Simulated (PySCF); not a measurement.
**triplet GaCl at 6 levels**

We compute a comparison of 6 runs (UB3LYP/6-31G*, U-revPBE/cc-pVTZ, U-wB97M-V/cc-pVTZ, UB2PLYP/cc-pVTZ, UBLYP/cc-pVTZ, UCCSD(T)/cc-pVTZ) of triplet GaCl. The job is set up through a Python script.

The results are computed with PySCF 2.14.0.

4 further runs of the same task are left out: 4 set aside as unsound or not needed.

### Step 1. Starting point

GaCl: 2 atoms, total charge 0, spin state triplet. SMILES of the parent species: `[Cl][Ga]`. The shape is that of a PBE0-D4/def2-TZVP optimisation. That shape belongs to the parent species and isn't relaxed for this state.

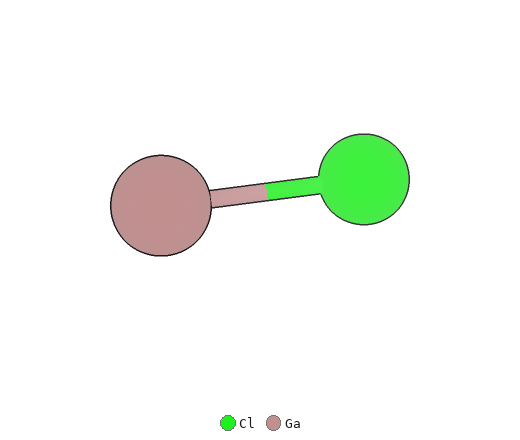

The structure, seen from a chosen angle (chlorine green, gallium pink).

### Step 2. The energy at UB3LYP/6-31G(d) (spherical functions) (run 1)

Input file run.py:

```python
from pyscf import gto, dft

molecule = gto.M(
    atom='''
Cl       0.000000       0.000000      -0.023560
Ga       0.000000       0.000000       2.192160
''',
    max_memory=1860,
    spin=2,
    charge=0,
    verbose=4,
    basis='6-31g*',
)

mf = dft.UKS(molecule)
mf.xc = 'b3lyp'
mf.grids.level = 5
mf.conv_tol = 1e-10
mf.kernel()
if not mf.converged:
    mf = mf.newton().run(mf.mo_coeff, mf.mo_occ)

e_final = mf.e_tot
print('Final energy', e_final)
```

Started as:

```sh
$ OMP_NUM_THREADS=1 python run.py
```

The log of the run:

```text
PySCF version 2.14.0

[INPUT] num. atoms = 2
[INPUT] num. electrons = 48
[INPUT] charge = 0
[INPUT] spin (= nelec alpha-beta = 2S) = 2
[INPUT] symmetry False subgroup None
[INPUT] Mole.unit = angstrom
[INPUT] Symbol           X                Y                Z      unit          X                Y                Z       unit  Magmom
[INPUT]  1 Cl     0.000000000000   0.000000000000  -0.023560000000 AA    0.000000000000   0.000000000000  -0.044521947495 Bohr   0.0
[INPUT]  2 Ga     0.000000000000   0.000000000000   2.192160000000 AA    0.000000000000   0.000000000000   4.142582021227 Bohr   0.0

nuclear repulsion = 125.862649682649
number of shells = 20
number of NR pGTOs = 146
number of NR cGTOs = 50
basis = 6-31g*
ecp = {}

[... 36 lines left out ...]
[... the frontier-level lines of each cycle are left out ...]
[... 11 lines left out ...]
[... 11 lines left out ...]
[... 11 lines left out ...]
[... 11 lines left out ...]
[... 1 line left out ...]
cycle= 9 E= -2384.75471902731  delta_E= -1.72e-09  |g|= 1.1e-05  |ddm|= 0.000104


cycle= 10 E= -2384.75471902747  delta_E= -1.6e-10  |g|= 1.16e-06  |ddm|= 3.93e-05


cycle= 11 E= -2384.75471902747  delta_E= -2.73e-12  |g|= 3.17e-07  |ddm|= 6.51e-06


Extra cycle  E= -2384.75471902747  delta_E= 9.09e-13  |g|= 4.83e-07  |ddm|= 1.43e-06
converged SCF energy = -2384.75471902747  <S^2> = 2.0029841  2S+1 = 3.0019887
Final energy -2384.7547190274704
```

Wall time 7.2 s (1 thread of Arm Neoverse V1, shared host); peak memory 0.27 GiB.

### Step 3. A single-point energy at U-revPBE/cc-pVTZ (run 2)

Input file run.py:

```python
from pyscf import gto, dft

mol = gto.M(
    atom='''
Cl   0.000000   0.000000  -0.023560
Ga   0.000000   0.000000   2.192160
''',
    max_memory=1860,
    basis='cc-pvtz',
    verbose=3,
    spin=2,
    charge=0,
)

mf = dft.UKS(mol)
mf.xc = 'revpbe'
mf.conv_tol = 1e-10
mf.grids.level = 5
mf.kernel()
if not mf.converged:
    mf = mf.newton().run(mf.mo_coeff, mf.mo_occ)

e_tot = mf.e_tot
print('Final energy', e_tot)
```

Started as:

```sh
$ OMP_NUM_THREADS=1 python run.py
```

The log of the run:

```text
WARN: HOMO -0.0756951282508607 >= LUMO -0.240603605847839

WARN: HOMO -0.151212044590252 >= LUMO -0.211489839229603

WARN: HOMO -0.112025818900363 >= LUMO -0.231904228556197

WARN: HOMO -0.12158805989123 >= LUMO -0.230484233147195

WARN: HOMO -0.122456804342985 >= LUMO -0.232598606436941

WARN: HOMO -0.120916133676462 >= LUMO -0.229489001900794

WARN: HOMO -0.120426521973014 >= LUMO -0.228544093946876

WARN: HOMO -0.120815072884445 >= LUMO -0.228879791516879

WARN: HOMO -0.12075840217562 >= LUMO -0.228842626703194

WARN: HOMO -0.120753160946927 >= LUMO -0.228845338325056

WARN: HOMO -0.1207535245546 >= LUMO -0.228848452784428

WARN: HOMO -0.120752757169589 >= LUMO -0.228847952189634

WARN: HOMO -0.120752939613936 >= LUMO -0.228848048388425

converged SCF energy = -2384.82440711869  <S^2> = 2.002743  2S+1 = 3.0018281
Final energy -2384.8244071186914
```

It took 13 s on 1 thread of Arm Neoverse V1, shared host; peak memory 0.37 GiB.

Runs 3 to 5 aren't shown in full; the table further down has their settings and results.

### Step 4. A single-point energy at UCCSD(T)/cc-pVTZ (run 6)

Input file job.py:

```python
from pyscf import gto, cc

molecule = gto.M(
    atom=[
    ('Cl', (-0.000000, 0.000000, -0.023560)),
    ('Ga', (0.000000, -0.000000, 2.192160)),
],
    basis='cc-pvtz',
    max_memory=1860,
    spin=2,
    verbose=4,
)

myscf = molecule.UHF()
myscf.conv_tol = 1e-10
myscf.kernel()
if not myscf.converged:
    myscf = myscf.newton().run(myscf.mo_coeff, myscf.mo_occ)

mycc = cc.CCSD(myscf, frozen=14)
mycc.kernel()
e_t = mycc.ccsd_t()
energy = mycc.e_tot + e_t
print(f'total energy: {energy:.8f} hartree')
```

Started as:

```sh
$ OMP_NUM_THREADS=1 python job.py
```

The log of the run:

```text
PySCF version 2.14.0

[INPUT] num. atoms = 2
[INPUT] num. electrons = 48
[INPUT] charge = 0
[INPUT] spin (= nelec alpha-beta = 2S) = 2
[INPUT] symmetry False subgroup None
[INPUT] Mole.unit = angstrom
[INPUT] Symbol           X                Y                Z      unit          X                Y                Z       unit  Magmom
[INPUT]  1 Cl     0.000000000000   0.000000000000  -0.023560000000 AA    0.000000000000   0.000000000000  -0.044521947495 Bohr   0.0
[INPUT]  2 Ga     0.000000000000   0.000000000000   2.192160000000 AA    0.000000000000   0.000000000000   4.142582021227 Bohr   0.0

nuclear repulsion = 125.862649682649
number of shells = 19
number of NR pGTOs = 170
number of NR cGTOs = 77
basis = cc-pvtz
ecp = {}

[... 18 lines left out ...]
[... the frontier-level lines of each cycle are left out ...]
[... 3 lines left out ...]
[... 54 lines left out ...]
converged SCF energy = -2382.78278797405  <S^2> = 2.0074494  2S+1 = 3.0049622
[... 12 lines left out ...]
Init t2, MP2 energy = -0.285918107601948
[... 15 lines left out ...]
UCCSD converged
[... 2 lines left out ...]
total energy: -2383.10385239 hartree
```

It took 53 s on 1 thread of Arm Neoverse V1, shared host; peak memory 0.83 GiB.

### Step 5. All runs side by side

```
run                                level  nlc grid  frozen core orbitals   energy (Eh)  dipole moment (D) of the reference  HOMO energy (eV)   ⟨S²⟩  wall time
  1  UB3LYP/6-31G* (spherical functions)         –                     –  -2384.754719                                1.69             -3.94  2.003      7.2 s
  2                     U-revPBE/cc-pVTZ         –                     –  -2384.824407                                1.46             -3.29  2.003       13 s
  3                    U-wB97M-V/cc-pVTZ         1                     –  -2384.919185                                1.80             -5.99  2.004       47 s
  4                      UB2PLYP/cc-pVTZ         –                    14  -2384.530661                                2.01             -5.02  2.006       14 s
  5                        UBLYP/cc-pVTZ         –                     –  -2385.115041                                1.30             -3.01  2.002       12 s
  6                     UCCSD(T)/cc-pVTZ         –                    14  -2383.103852                                2.48             -6.78  2.007       53 s
```

### Step 6. What came out

```
                                                         quantity           value
                                              run 6: total energy  -2383.10385 Eh
                      run 6: dipole moment (Hartree–Fock density)          2.48 D
run 6: HOMO energy (Hartree–Fock orbitals) (highest over α and β)        -6.78 eV
 run 6: LUMO energy (Hartree–Fock orbitals) (lowest over α and β)        -1.31 eV
              run 6: correlation energy (14 core orbitals frozen)      -321.1 mEh
                                            run 6: (T) correction      -15.50 mEh
                         run 6: ⟨S²⟩ of the reference determinant           2.007
                                             run 6: T1 diagnostic           0.016
```

**Reading.** Over runs 1, 2, 3, 4, 5 the dipole moment (its size) runs from 1.30 D (UBLYP/cc-pVTZ) to 2.01 D (UB2PLYP/cc-pVTZ). A double hybrid's value is that of its SCF part. Totals of different functionals can't be ranked against each other. All runs together took 2.4 min, the longest 53 s.
